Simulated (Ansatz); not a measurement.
## Grüneisen parameters and expansion of ZrC (Fm-3m): lattice dynamics at this volume, V/V0 1.05

Ansatz 0.2.0; DFT PBEsol, scalar-relativistic, plane waves, PAW.

Phonons at this volume give one point of F(V, T); meshes stay fixed along the series.

The database entry behind the starting cell differs from later determinations by our own check (an axis about 0.7 % long against later determinations), so it need not match the best structure at ambient conditions.

input.yaml reads:

```yaml
crystal:
  lattice:
    - [0.0, 2.3727005485, 2.3727005485]
    - [2.3727005485, 0.0, 2.3727005485]
    - [2.3727005485, 2.3727005485, 0.0]
  atoms:
    - { symbol: Zr, position: [0.5, 0.5, 0.5] }
    - { symbol: C, position: [0.0, 0.0, 0.0] }
kpoints:
  mp_grid: { grid: [16, 16, 16] }
hamiltonian:
  xc: pbesol
scf:
  occupations: { method: methfessel_paxton, width: 0.2 }
output:
  eigenvalues: true
phonons:
  method: dfpt
  qmesh: [4, 4, 4]
  temperatures: { t_max: 1000, t_step: 50 }
  qpath:
    path:
      - [[0.0, 0.0, 0.0], [0.5, 0.0, 0.5], [0.625, 0.25, 0.625]]
      - [[0.375, 0.375, 0.75], [0.0, 0.0, 0.0], [0.5, 0.5, 0.5], [0.5, 0.25, 0.75], [0.5, 0.0, 0.5]]
    npoints: 10
```

Run with:

```
> ansatz run input.yaml --threads 4 --pin off --max-ram 8192MiB --backend cpu --events-out ev --progress --plain --runs-dir out
```

Q: Predict the phonon branches.

With 2 atoms in the cell there are 6 branches, three of them acoustic and zero at Γ. The masses differ by a factor of 7.6 (Zr against C): the 3 top branches, three for each C, split off, and on this path no mode lies between 309 and 398 cm⁻¹.

No LO-TO term. Phonon branches along the path, in cm⁻¹:

```
    point  branch 1  branch 2  branch 3  branch 4  branch 5  branch 6
        Γ         0         0         0       398       398       398
        X       196       196       243       431       431       511
        U       190       232       249       468       501       549
jump to K       190       232       249       468       501       549
        Γ         0         0         0       398       398       398
        L       170       170       309       490       490       630
        W       224       224       233       484       484       558
        X       196       196       243       431       431       511
```

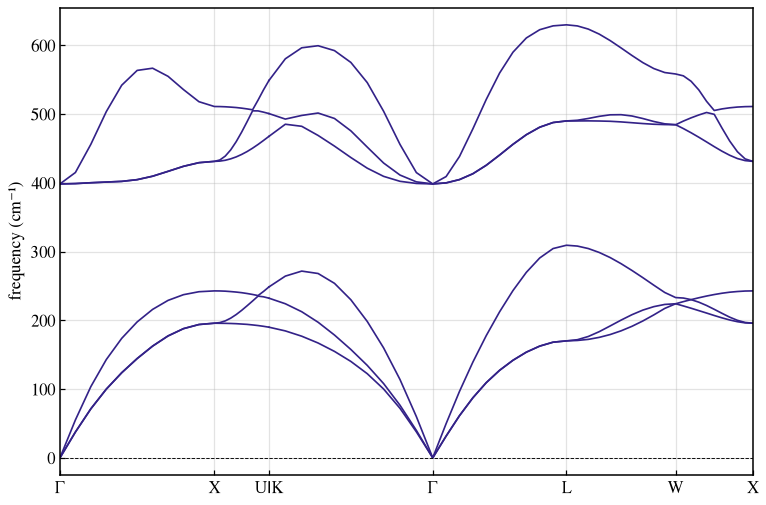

Phonon branches along the path.

[Logs are printed without paths, hosts, clocks, repeated set-up lines and the standing remarks that a program may print on its own settings, such as how far it seeks lower states.]

[Hosts, paths, dates, database ids (printed as entryN), source tags and the programs' standing remarks are cut or masked in the printed files.]

[A step with changed settings may run another functional than the one named; its input shows which.]

[Of the runs on displaced cells, only some may be shown.]
